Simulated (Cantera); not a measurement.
Input: 1 mol acetone, 0.89 mol O2, 8.9 mol H2, 4.1 mol CO2, equilibrated at 2198.15 K.

Cantera equilibrium calculation (NASA polynomials, part measured and part estimated; ideal gas, pure solids and liquids). Candidate condensed phases: C, C6H6, C7H8, C8H18, H2O; 110 gas species. The feed counts by its element totals alone. The ideal-gas law is rough above about 30 bar. Kinetics and transport are ignored.

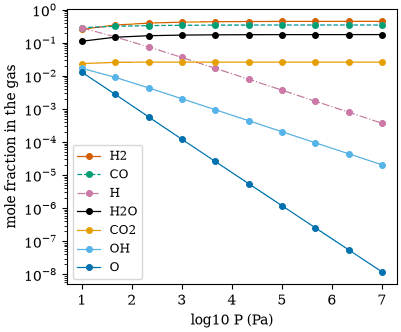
Fig. 1. Equilibrium gas composition (values under 1e-9 drawn at 1e-9)

Question: Read off the mole fractions at 0.345 Torr.

Answer: H2 about 0.34, CO about 0.32, H about 0.15, H2O about 0.15, CO2 about 0.026, OH about 0.0091, O about 0.0028.
